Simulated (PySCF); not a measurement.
Atomic calculation, with input and output: Ru

System: Ru, configuration 1s2 2s2 2p6 3s2 3p6 3d10 4s2 4p6 4d7 5s1, multiplicity 5.
Method: unrestricted HF, def2-TZVPPD with ECP28, scalar-relativistic core potential (PySCF).

### Input file
```python
from pyscf import gto, scf, dft, mp, cc
mol = gto.M(atom="Ru 0 0 0", charge=0, spin=4, symmetry="D2h",
            basis="def2-TZVPPD",
            ecp="def2-TZVPPD")
mf = scf.UHF(mol)
mf.irrep_nelec = {'Ag': (4, 2), 'B1g': (1, 1), 'B2g': (1, 0), 'B3g': (1, 0), 'B1u': (1, 1), 'B2u': (1, 1), 'B3u': (1, 1)}
mf.kernel()
```

The script is an equivalent of what the driver set up; the driver started from orbitals of its own, so the log can be shorter than this script's would be, and it computed the properties (radii, ⟨L²⟩, response) afterwards. It held the occupations shell by shell, which the script's counts by irreducible representation don't always enforce.

### Log (extracts)
```
damping factor = 0
level_shift factor = 0
DIIS = <class 'pyscf.scf.diis.CDIIS'>
diis_start_cycle = 1
diis_space = 10
diis_damp = 0
SCF conv_tol = 1e-09
SCF conv_tol_grad = None
number electrons alpha = 10  beta = 6
cycle= 1 E= -94.1230170539132  delta_E= -0.00777  |g|= 0.0354  |ddm|= 0.0418
cycle= 2 E= -94.1233809119173  delta_E= -0.000364  |g|= 0.0088  |ddm|= 0.0103
cycle= 3 E= -94.1234157105772  delta_E= -3.48e-05  |g|= 0.00183  |ddm|= 0.00628
cycle= 4 E= -94.1234185167885  delta_E= -2.81e-06  |g|= 0.0009  |ddm|= 0.00181
cycle= 5 E= -94.1234195612289  delta_E= -1.04e-06  |g|= 9.98e-05  |ddm|= 0.00174
cycle= 6 E= -94.1234195714822  delta_E= -1.03e-08  |g|= 1.64e-05  |ddm|= 0.000271
cycle= 7 E= -94.1234195719759  delta_E= -4.94e-10  |g|= 1.74e-06  |ddm|= 0.000111
converged SCF energy = -94.1234195719759  <S^2> = 6.004299  2S+1 = 5.0017193
```

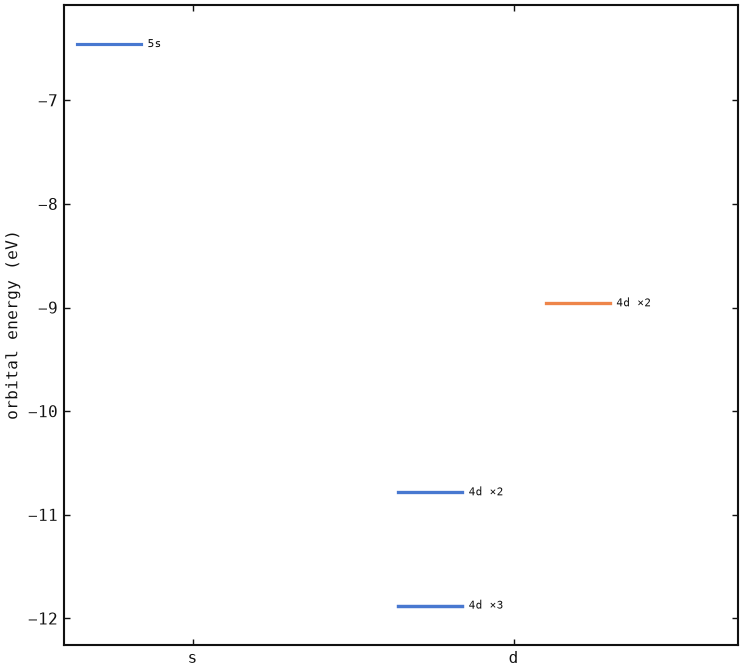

Figure 1. Orbital energies of the mean field, from the top down to −11.9 eV, by angular momentum, α spin at the left of each column and β at the right; ×n counts the orbitals under one label. The highest filled orbital is 5s α at −6.46 eV, the lowest empty one s β at 0.697 eV.

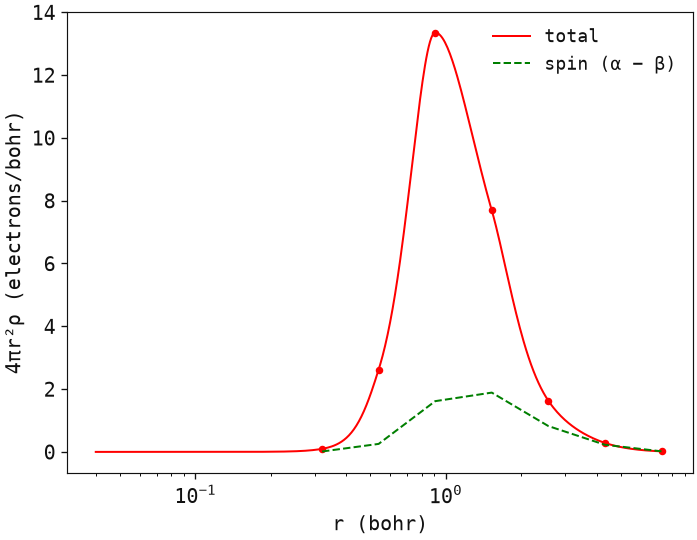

Figure 2. Spherically averaged radial density 4πr²ρ of the mean field (valence electrons alone, under a core potential) and its spin part; markers are the stored points, which are sparse, and the line is a monotone interpolation between them. The largest stored value is 13.4 electrons/bohr at r = 0.91 bohr. Root-mean-square radii of the shells: 4s 1.10, 4p 1.22, 4d 1.82, 5s 3.82 bohr.

### Key numbers

- outcome: converged
- total energy (valence electrons, under a core potential): −94.123420 hartree
- ⟨S²⟩: 6.004
- ⟨L²⟩: 12.06
- SCF iterations: 7
- hardware: 1 CPU thread, shared host
